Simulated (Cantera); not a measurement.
Feed: 1 mol Fe2O3, 0.027 mol Cl2, 7.5 mol H2, equilibrated at 0.133 bar.

Method: chemical equilibrium by Gibbs-energy minimisation in Cantera with the NASA 1993 tables (ideal gas, pure condensed phases). Candidate condensed phases: Fe, FeCl2, FeCl3, FeO, Fe(OH)2, Fe(OH)3, Fe2O3, Fe3O4, H2O; 22 gas species. Mutual solubility and eutectic melting of coexisting phases are not modelled. The tables' stoichiometric FeO is somewhat more stable than real wüstite, so its field is too wide. FeO: taken at fixed stoichiometry. Equilibrium is a limit: real reactors are often held back by kinetics, nucleation or transport.

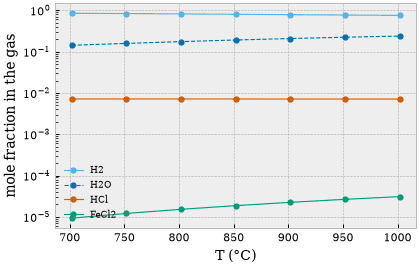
*Equilibrium gas composition (values under 1e-9 drawn at 1e-9)*

Q: Read off the mole fractions at 902 °C.

A: H2 about 0.79, H2O about 0.21, HCl about 0.0071, FeCl2 about 2.2e-5.
